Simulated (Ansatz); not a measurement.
# Tl2PtC2 (built on the sites of a database entry of Na2PdC2): a soft mode frozen in, part 3 of 3

Wanted: the energy along a soft mode of Tl2PtC2 (built on the sites of a database entry of Na2PdC2) and the structure at the end.

Ansatz 0.2.0; DFT PBEsol, scalar-relativistic, plane waves, PAW.

So far. Step 4 (The mode frozen in, largest atomic shift 0.6 Å): The run ends at a pressure of 0.05 GPa, with forces up to 0.10 eV/Å. Step 5 (Energy along the mode, all amplitudes (two of the runs …): The lowest of the steps tried is the last one, at 0.6 Å, 3.12 meV/atom below the parent; the bottom of the well need not coincide with a step.

The structure was built from a prototype and need not be the compound's stable phase.

## Step 6: Relaxation from the frozen mode (continued)

The steps of the relaxation:

| step | energy less that of the first step (eV) | largest force component (eV/Å) | pressure (GPa) | volume (Å³) |
| --- | --- | --- | --- | --- |
| 1 | 0.0000 | 0.0921 | 0.05 | 217.25 |
| 2 | -0.0180 | 0.0616 | -0.09 | 217.90 |
| 3 | -0.0308 | 0.0422 | -0.05 | 217.75 |
| 4 | -0.0806 | 0.1202 | -0.05 | 216.34 |
| 5 | -0.1639 | 0.2220 | -0.23 | 213.42 |
| 6 | -0.2288 | 0.2727 | -0.07 | 208.31 |
| 7 | -0.2770 | 0.2753 | -0.02 | 203.83 |
| 8 | -0.2841 | 0.1089 | -0.01 | 206.37 |
| 9 | -0.2940 | 0.2236 | 0.31 | 206.24 |
| 10 | -0.2972 | 0.0174 | -0.13 | 206.79 |
| 11 | -0.2987 | 0.0171 | 0.19 | 205.72 |
| 12 | -0.2981 | 0.0243 | -0.07 | 206.52 |
| 13 | -0.2985 | 0.0046 | 0.00 | 206.35 |
| 14 | -0.2986 | 0.0021 | 0.01 | 206.30 |
| 15 | -0.2986 | 0.0017 | 0.00 | 206.31 |
| 16* | -0.3261 | 0.0087 | 0.14 | 206.31 |
| 17 | -0.3281 | 0.0088 | -0.01 | 206.63 |
| 18 | -0.3282 | 0.0052 | 0.00 | 206.68 |
| 19 | -0.3282 | 0.0025 | 0.00 | 206.70 |
| 20 | -0.3282 | 0.0007 | 0.00 | 206.69 |
| 21* | -0.3285 | 0.0007 | 0.00 | 206.69 |

Relaxation steps marked * repeat the geometry before them on a plane-wave basis chosen anew for their cell, so energy and pressure can jump there.

Forces are held to the 4 operations that the run works with; a distortion that breaks them can't arise in this run.

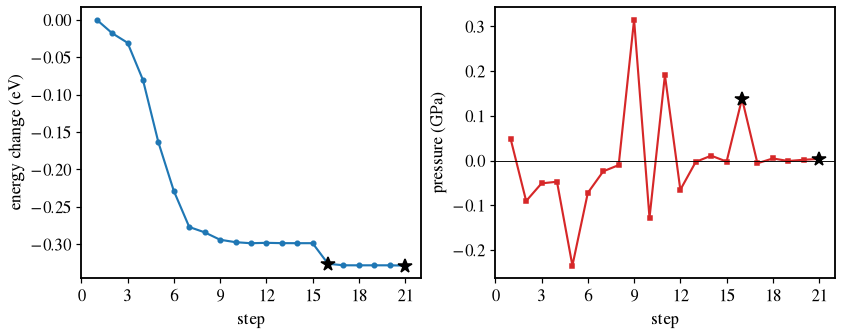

Energy and pressure along the relaxation. Stars mark steps on a basis chosen anew.

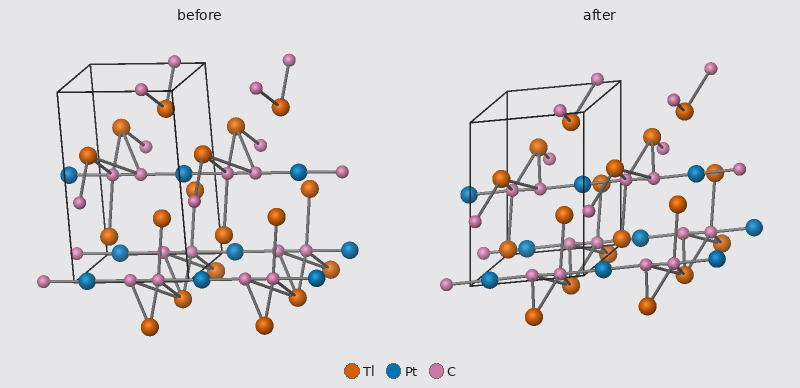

Before and after, at one scale.

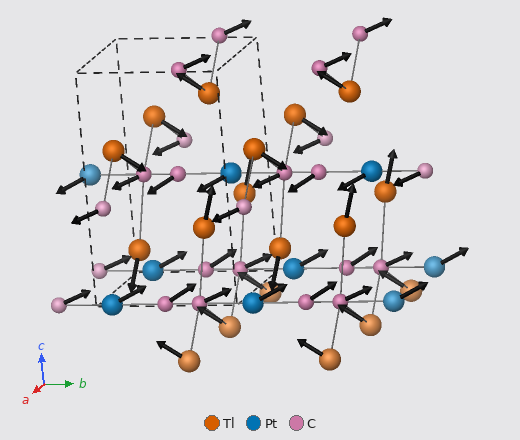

Displacements in the relaxation, exaggerated, measured against the changing cell; the longest in the cell stands for 0.39 Å. 1×2×1 cells are drawn. Some periodic images of atoms are drawn too.

| cell as run | before | after | change |
| --- | --- | --- | --- |
| a (Å) | 4.907 | 5.499 | +12.1 % |
| b (Å) | 5.210 | 5.211 | +0.0 % |
| c (Å) | 8.499 | 7.317 | -13.9 % |
| α (°) | 90.00 | 80.35 | -10.7 % |
| volume (Å³/atom) | 21.73 | 20.67 | -4.9 % |

The atoms that moved most (Å, as changes of fractional coordinates times the final cell):

| atom | dx | dy | dz | length |
| --- | --- | --- | --- | --- |
| Tl3 | 0.000 | -0.369 | -0.110 | 0.385 |
| Tl1 | 0.000 | 0.369 | 0.110 | 0.385 |
| C8 | 0.000 | -0.182 | -0.304 | 0.355 |
| C10 | 0.000 | 0.182 | 0.304 | 0.355 |
| Pt5 | 0.000 | -0.159 | -0.316 | 0.353 |
| Pt6 | 0.000 | 0.159 | 0.316 | 0.353 |
| C7 | 0.000 | 0.128 | 0.306 | 0.332 |
| C9 | 0.000 | -0.128 | -0.306 | 0.332 |

Final coordinates:

```xyz
10
Lattice="-5.4988 0.0000 0.0000 0.0000 -0.4056 -5.1953 0.0000 -7.2867 -0.6617" Properties=species:S:1:pos:R:3 pbc="T T T"
Tl   -2.7494   -0.9289   -0.9681
Tl    0.0000   -4.7661   -1.8515
Tl   -5.4988   -3.1200   -4.5581
Tl   -2.7494   -6.5696   -4.3364
Pt    0.0000   -0.6661   -6.1108
Pt   -2.7494   -3.7885   -4.6106
C    -2.7494   -3.5606   -1.3955
C    -5.4988   -7.7305   -3.5246
C     0.0000   -0.4883   -4.1307
C    -2.7494   -3.6052   -2.6633
```

Numbers from this step:

| Item | Value |
| --- | --- |
| pressure | 0.003598 GPa |
| volume per atom | 20.67 Å³ |

The distorted start has space group P2_1/m; the relaxation ends in P2_1/m.

## Step 7: The phases reached

The phases reached along the modes that were followed are set side by side.

Energies are those of the first relaxation, on the mesh of the frozen mode; space group, volume and gap are those of the last relaxation. Phases, by row:

| mode frozen in | space group | energy from parent (meV/atom) | volume (Å³/atom) | gap on mesh (eV) | lowest zone-centre optical mode (cm⁻¹) | largest shift (Å) |
| --- | --- | --- | --- | --- | --- | --- |
| parent | P-3m1 | 0 | 21.73 | 0 | – | – |
| q = (0, -0.5, 0), 17i cm⁻¹ | P2_1/m | -35.98 | 20.67 | 0 | – | 0.952 |

## Step 8: Results

```json
{"unstable mode of the parent": "q = (0, -0.5, 0), 17i cm⁻¹", "depth at the lowest point sampled": "3.12 meV/atom", "largest atomic shift at that point": "0.6 Å", "space group reached (within 0.01 Å)": "P2_1/m", "energy gained over the parent (first relaxation, on the mesh of the frozen mode)": "36.0 meV/atom", "volume per atom, phase reached": "20.7 Å³"}
```

What this shows: Along this mode the structure falls into P2_1/m, 36.0 meV/atom below the parent. At the parent's cell the well is 3.121 meV/atom deep on the steps tried, with its lowest point at a shift of 0.6 Å. That is the last step tried, so the steps alone don't bracket the bottom of the well. Relaxing atoms and cell changes the gain by +32.86 meV/atom against the lowest step (energies at zero smearing). Most of the total comes from this relaxation. The modes of the phase reached were not computed on this path. Each path keeps the symmetry of its pattern, so a lower phase may lie along a pattern not tried. With no gap, or one that is small against the smearing, the frequencies hang on the k mesh and the smearing, most of all near Kohn anomalies. Spin-orbit coupling is left out, which can matter for the heavy elements here. The starting cell was built on a prototype and not taken from a measurement, so the phase need not exist.

[Logs are printed without paths, hosts, clocks, repeated set-up lines and the standing remarks that a program may print on its own settings, such as how far it seeks lower states.]

[Hosts, paths, dates, database ids (printed as entryN), source tags and the programs' standing remarks are cut or masked in the printed files.]
